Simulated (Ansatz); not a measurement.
# MoS2: stress in a strained cell

MoS2 is deformed so: zz strain of +2 %. What stress and forces result, by LAPW, PAW and all-electron datasets made for the crystal?

Program: Ansatz 0.2.0. Level of theory: DFT PBEsol, scalar-relativistic. These are calculated values, not measurements.

### 1 The starting structure

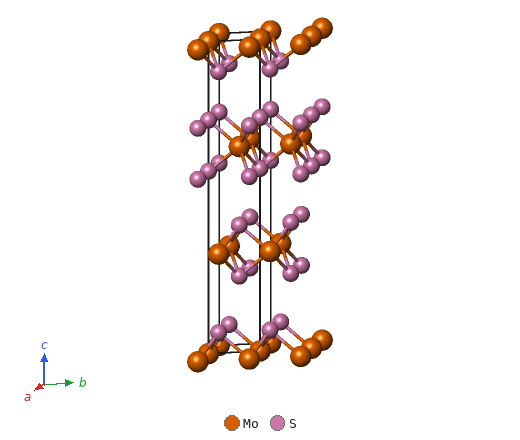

Start, viewed slightly off an axis; molybdenum orange, sulfur pink. 2×2×1 cells are drawn. Atoms on the faces are drawn again on the opposite ones. The cell drawn here is the conventional one.

Structure file:

```cif
data_structure
_symmetry_space_group_name_H-M 'P 1'
_symmetry_Int_Tables_number 1
_cell_length_a 6.3898
_cell_length_b 6.3898
_cell_length_c 6.3898
_cell_angle_alpha 28.660
_cell_angle_beta 28.660
_cell_angle_gamma 28.660
_cell_volume 53.05
loop_
_atom_site_label
_atom_site_type_symbol
_atom_site_fract_x
_atom_site_fract_y
_atom_site_fract_z
_atom_site_occupancy
Mo1 Mo 0.00000 0.00000 0.00000 1
S1 S 0.74840 0.74840 0.74840 1
S2 S 0.58490 0.58490 0.58490 1
```

Atoms are numbered in the order of the input: Mo1, S2, S3.

### 2 After the deformation

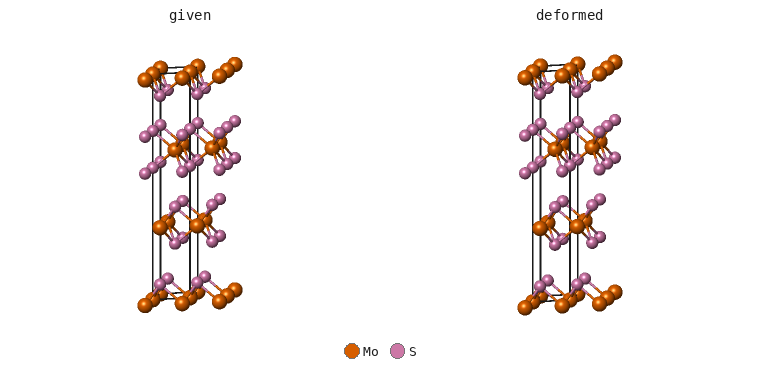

Given and deformed, at one scale.

Space group R3m before, R3m after.

### 3 LAPW, all electrons

input.yaml reads:

```yaml
crystal:
  lattice:
    - [1.5815003568, 0.9130796567, 6.2457966]
    - [-1.5815003568, 0.9130796567, 6.2457966]
    - [0.0, -1.8261593134, 6.2457966]
  atoms:
    - { symbol: Mo, position: [0.0, 0.0, 0.0] }
    - { symbol: S, position: [0.7484, 0.7484, 0.7484] }
    - { symbol: S, position: [0.5849, 0.5849, 0.5849] }
kpoints:
  mp_grid: { grid: [13, 13, 13] }
  band_path:
    path:
      - [0.0, 0.0, 0.0]
      - [0.5, 0.5, 0.5]
      - [0.8190854483, 0.1809145517, 0.5]
      - [0.5, -0.1809145517, 0.1809145517]
      - [0.5, 0.0, 0.0]
      - [0.0, 0.0, 0.0]
      - [0.3404572758, -0.3404572758, 0.0]
      - [0.6595427242, 0.0, 0.3404572758]
      - [0.5, 0.0, 0.5]
    npoints: 5
scf:
  occupations: { method: fermi_dirac, width: 0.05 }
hamiltonian:
  xc: pbesol
  pseudopotentials: { kind: all_electron, lapw: { basis_error: 0.0005 } }
output:
  forces: true
  stress: true
  eigenvalues: true
```

On the command line:

```
$ ansatz run input.yaml --threads 1 --pin off --max-ram 6144MiB --backend cpu --events-out ev --progress --plain --runs-dir out
```

Standard output, shortened:

```text
LAPW: plane waves up to 8.714 Å⁻¹, error target 5.0e-4 eV per atom; small_component_spin mean_spin; S in spheres of 1.064 Å, 14 of its electrons in bands, Dirac shells []; Mo in spheres of 1.319 Å, 30 of its electrons in bands, Dirac shells []
[...]
Pseudopotentials: kind: all_electron
Pseudopotential: Mo, LAPW, valence charge 30, Koelling and Harmon's equation, gaussian nucleus
Pseudopotential: S, LAPW, valence charge 14, Koelling and Harmon's equation, gaussian nucleus
Functional definition: PBEsol
[...]
Crystal: 3 atoms, lattice volume = 54.115 Å³
Basis set: ecut = 289.3160661955289 eV, 623 PW (Γ), FFT grids on a1−a3, a2−a3, a3, exchange–correlation at level 2
Bands: 35, of which v1, the nominal top of the filled ones, is band 29 counted from 1 (28 counted from 0)
Symmetry: 6 space group operations
Space group: R3m (ITA 160), of the structure as read, at distance tolerance 3.8e-5 Å
k-points: 231 of 2197 (time reversal used)
[...]
SCF iter   1: F=—  HF=-131814.618793 eV  |F-HF|=—  |Δ(HF+E_count)|=         —  Δρ=6.35e-2  dr2=2.88e0  ethr=4.96e-3  ⟨swp⟩=2.0  Hψ=53890  notcnv=0
[...]
the basis was enlarged: its passes take 10.2 MiB over the memory plan, 1 of 1 planned eigensolver slots
[...]
SCF iter  10: F=-131813.249411 eV  HF=-131813.249411 eV  |F-HF|=9.11e-9  |Δ(HF+E_count)|=   1.41e-8  Δρ=4.59e-6  dr2=1.62e-8  ethr=5.61e-10  ⟨swp⟩=3.0  Hψ=23241  notcnv=0
[...]
NSCF: frozen V_eff on 41 k-points
SCF converged after 10 iterations
Free energy (F): -131813.249411 eV
[...]
E sigma→0 (E₀):  -131813.249410 eV
Entropy (-TS):   -0.000001 eV (-0.000 meV/atom)
Fermi energy:    12.410492 eV
[...]
--- Forces (eV/Å), atoms counted from 1 ---
  atom   1  Mo     0.00000000    -0.00000000    -0.00319998
  atom   2  S      0.00000000     0.00000000     0.38958070
  atom   3  S      0.00000000    -0.00000000    -0.38642202
[...]
--- Stress (GPa, compression-positive) ---
       -0.462330       0.000000       0.000000
        0.000000      -0.462330      -0.000000
        0.000000      -0.000000       3.469992
  P = ⅓ Tr σ = 0.8484 GPa (8.484 kbar)
--- Band table (eV; the first three rows and the last of 231) ---
[...]
```

Run time: 4.5 min. Hardware: 1 thread of Arm Neoverse V1, shared host; peak memory 0.97 GiB.

This run gives: pressure 0.85 GPa; gap 0.91 eV, indirect from T to S0–S2; largest force 0.390 eV/Å.

### 4 Frozen-core PAW

input.yaml reads:

```yaml
crystal:
  lattice:
    - [1.5815003568, 0.9130796567, 6.2457966]
    - [-1.5815003568, 0.9130796567, 6.2457966]
    - [0.0, -1.8261593134, 6.2457966]
  atoms:
    - { symbol: Mo, position: [0.0, 0.0, 0.0] }
    - { symbol: S, position: [0.7484, 0.7484, 0.7484] }
    - { symbol: S, position: [0.5849, 0.5849, 0.5849] }
kpoints:
  mp_grid: { grid: [13, 13, 13] }
scf:
  occupations: { method: fermi_dirac, width: 0.05 }
hamiltonian:
  xc: pbesol
  pseudopotentials: { kind: paw }
output:
  forces: true
  stress: true
  eigenvalues: true
  efg: { contact_densities: true }
```

On the command line:

```
$ ansatz run input.yaml --threads 1 --pin off --max-ram 6144MiB --backend cpu --events-out ev --progress --plain --runs-dir out
```

Standard output, shortened:

```text
[...]
Mo: output.efg is read without spin–orbit coupling, which moves field gradients at and beside such atoms by some per cent and up to a factor of two; PAW files take it under magnetization.noncollinear and magnetization.spin_orbit
[...]
Pseudopotentials: kind: paw
Pseudopotential: Mo, paw, valence charge 14, recommended cutoff 420 eV (normal)
Pseudopotential: S, paw, valence charge 6, recommended cutoff 420 eV (normal)
Functional definition: PBEsol
[...]
Crystal: 3 atoms, lattice volume = 54.115 Å³
Basis set: ecut = 420 eV, 1029 PW (Γ), FFT grids on a1−a3, a2−a3, a3, exchange–correlation on 48×48×90 points (8 copies of the dense FFT grid, shifted against one another)
Bands: 17, of which v1, the nominal top of the filled ones, is band 13 counted from 1 (12 counted from 0)
Symmetry: 6 space group operations
[...]
--- Stress (GPa, compression-positive) ---
       -0.481370       0.000000      -0.000000
        0.000000      -0.481370       0.000000
        0.000000       0.000000       3.459716
  P = ⅓ Tr σ = 0.8323 GPa (8.323 kbar)
--- PAW observables at the nuclei: V_zz in 10²¹ V/m², potentials from the cell's mean, atoms counted from 1 ---
  atom   1  Mo V_zz =    -8.226268   η = 0.0000   by run symmetry: allowed
            electrostatic potential = -6350.969971 V   contact ρ = 594305.896529 e/Å³
  atom   2  S  V_zz =    -5.962799   η = 0.0000   by run symmetry: allowed
            electrostatic potential = -1636.333282 V   contact ρ = 19703.988456 e/Å³
  atom   3  S  V_zz =    -5.844926   η = 0.0000   by run symmetry: allowed
            electrostatic potential = -1636.330220 V   contact ρ = 19704.028056 e/Å³
--- Band table (eV; the first three rows and the last of 231) ---
  k-point 0: bands = ["-50.7638", "-24.9630", "-24.7291", "-24.7291", "-4.3957", "-2.6837", "3.7209", "7.1732", "7.1732", "8.3357", "8.3357", "9.3599", "9.5652", "12.7501", "12.7501", "13.1858", "13.1858"]
[...]
```

Run time: 23 s. Hardware: 1 thread of Arm Neoverse V1, shared host; peak memory 0.52 GiB.

Read from it: pressure 0.83 GPa; gap on the k mesh 0.99 eV (an odd mesh misses the zone boundary); largest force 0.389 eV/Å; Vzz Mo1 -8.23 (η = 0.00), S2 -5.96 (η = 0.00), S3 -5.84 (η = 0.00) (10²¹ V/m²).

### 5 All-electron PAW on datasets made for the crystal

input.yaml, as its differences from that of step 4:

```diff
@@ -15,3 +15,3 @@
   xc: pbesol
-  pseudopotentials: { kind: paw }
+  pseudopotentials: { kind: all_electron, datasets: crystal }
 output:
```

On the command line:

```
$ ansatz run input.yaml --threads 1 --pin off --max-ram 6144MiB --backend cpu --events-out ev --progress --plain --runs-dir out
```

Standard output, shortened:

```text
[...]
band count auto-derived: 19 (N_el = 26.0; filled up to band 13; 17 by the electrons, moments and atoms)
Mo: output.efg is read without spin–orbit coupling, which moves field gradients at and beside such atoms by some per cent and up to a factor of two; PAW files take it under magnetization.noncollinear and magnetization.spin_orbit
[...]
Pseudopotentials: kind: all_electron
Pseudopotential: Mo, paw, valence charge 14, recommended cutoff 300 eV (normal), Koelling and Harmon's equation, gaussian nucleus
Pseudopotential: S, paw, valence charge 6, recommended cutoff 300 eV (normal), Koelling and Harmon's equation, gaussian nucleus
Functional definition: PBEsol
[...]
Crystal: 3 atoms, lattice volume = 54.115 Å³
Basis set: ecut = 300 eV, 635 PW (Γ), FFT grids on a1−a3, a2−a3, a3, exchange–correlation on 36×36×80 points (8 copies of the dense FFT grid, shifted against one another)
[...]
--- Stress (GPa, compression-positive) ---
       -0.464032       0.000000       0.000000
        0.000000      -0.464032       0.000000
        0.000000       0.000000       3.468424
  P = ⅓ Tr σ = 0.8468 GPa (8.468 kbar)
--- PAW observables at the nuclei: V_zz in 10²¹ V/m², potentials from the cell's mean, atoms counted from 1 ---
  atom   1  Mo V_zz =    -8.291119   η = 0.0000   by run symmetry: allowed
            electrostatic potential = -6349.206031 V   contact ρ = 594354.374240 e/Å³
  atom   2  S  V_zz =    -5.953246   η = -0.0000   by run symmetry: allowed
            electrostatic potential = -1634.869102 V   contact ρ = 19721.907607 e/Å³
  atom   3  S  V_zz =    -5.836406   η = 0.0000   by run symmetry: allowed
            electrostatic potential = -1634.866137 V   contact ρ = 19721.947434 e/Å³
--- Band table (eV; the first three rows and the last of 231) ---
  k-point 0: bands = ["-49.4536", "-23.6497", "-23.4162", "-23.4162", "-3.0859", "-1.3753", "5.0259", "8.4822", "8.4822", "9.6433", "9.6433", "10.6652", "10.8723", "14.0570", "14.0570", "14.4936", "14.4936"]
[...]
```

It took 77 s on 1 thread of Arm Neoverse V1, shared host; peak memory 1.2 GiB.

Read from it: pressure 0.85 GPa; gap on the k mesh 0.99 eV (an odd mesh misses the zone boundary); largest force 0.390 eV/Å; Vzz Mo1 -8.29 (η = 0.00), S2 -5.95 (η = 0.00), S3 -5.84 (η = 0.00) (10²¹ V/m²).

### 6 Side by side

Stress (GPa, compression positive):

```
          method     xx     yy    zz    yz    xz    xy
            LAPW  -0.46  -0.46  3.47  0.00  0.00  0.00
             PAW  -0.48  -0.48  3.46  0.00  0.00  0.00
crystal datasets  -0.46  -0.46  3.47  0.00  0.00  0.00
```

Forces (eV/Å):

```
atom  LAPW x  LAPW y  LAPW z  PAW x  PAW y   PAW z  crystal datasets x  crystal datasets y  crystal datasets z
 Mo1   0.000   0.000  -0.003  0.000  0.000  -0.003               0.000               0.000              -0.003
  S2   0.000   0.000   0.390  0.000  0.000   0.389               0.000               0.000               0.390
  S3   0.000   0.000  -0.386  0.000  0.000  -0.386               0.000               0.000              -0.387
```

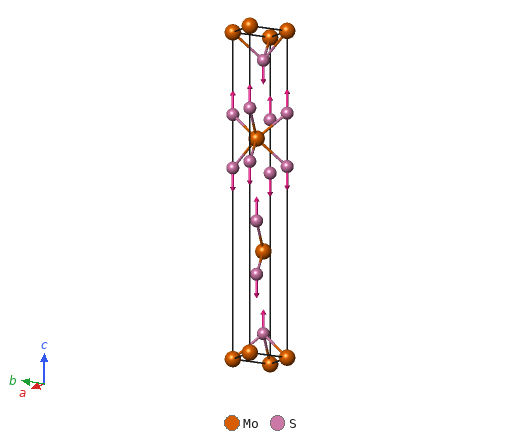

Forces of the LAPW run as arrows; the longest is 0.390 eV/Å.

```
          method  pressure (GPa)  gap on the k mesh (eV)  largest force (eV/Å)  Vzz Mo1 (10²¹ V/m²)  Vzz S2 (10²¹ V/m²)  Vzz S3 (10²¹ V/m²)  SCF cycles, all passes
            LAPW            0.85                    0.99                 0.390                    –                   –                   –                      10
             PAW            0.83                    0.99                 0.389                -8.23               -5.96               -5.84                       8
crystal datasets            0.85                    0.99                 0.390                -8.29               -5.95               -5.84                      11
```

### 7 Results

| quantity | value |
| --- | --- |
| pressure | LAPW 0.85, PAW 0.83, crystal datasets 0.85 GPa |
| largest shear or deviatoric stress (LAPW) | 2.62 GPa |

**Reading.** The largest part of the stress beyond the pressure is 2.62 GPa in size, in the zz component; the atoms are carried along and not relaxed. No run of the undeformed cell stands beside it, so the pressure holds what the given cell had before the change. PAW: stress within 0.02 GPa of LAPW, forces within 1 meV/Å. Crystal datasets: stress within 0.01 GPa of LAPW, forces within 1 meV/Å.
